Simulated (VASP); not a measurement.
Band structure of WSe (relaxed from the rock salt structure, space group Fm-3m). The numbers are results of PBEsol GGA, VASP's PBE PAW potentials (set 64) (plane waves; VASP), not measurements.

Unless said otherwise, spin-orbit coupling is left out, though it shifts the bands of the heavy elements here.

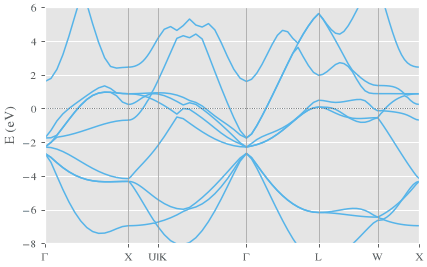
Bands along high-symmetry lines, zero at the valence-band maximum or, without a gap, the Fermi level

Q: Read the plot: is there a gap, and where are the band edges?

A: It has no gap at this level: it comes out as a metal or semimetal. (Edges off the drawn lines would not show.)

The structure was generated: WSe was put into the rock salt type (Fm-3m), which need not be its known phase. It was relaxed first, which changed the volume by -39 %.
